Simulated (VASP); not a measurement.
Band structure of ZrB$_{2}$ (AlB2 type). All values below come from r2SCAN+rVV10, VASP's PBE PAW potentials (set 64) (plane waves; VASP 6.6.1).

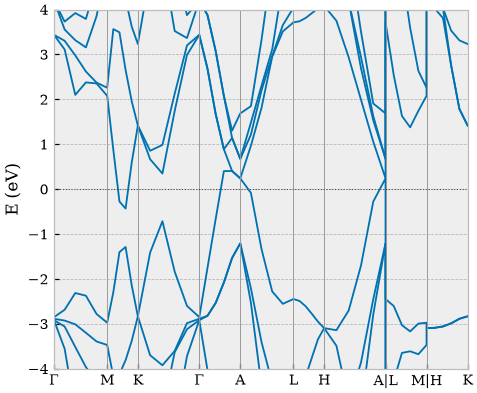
Bands along high-symmetry lines, zero at the valence-band maximum or, without a gap, the Fermi level

Q: Read the plot: is there a gap, and where are the band edges?

A: It has no gap at this level: it comes out as a metal or semimetal.

The compound is ZrB2 in the AlB2 type structure. It was relaxed first.
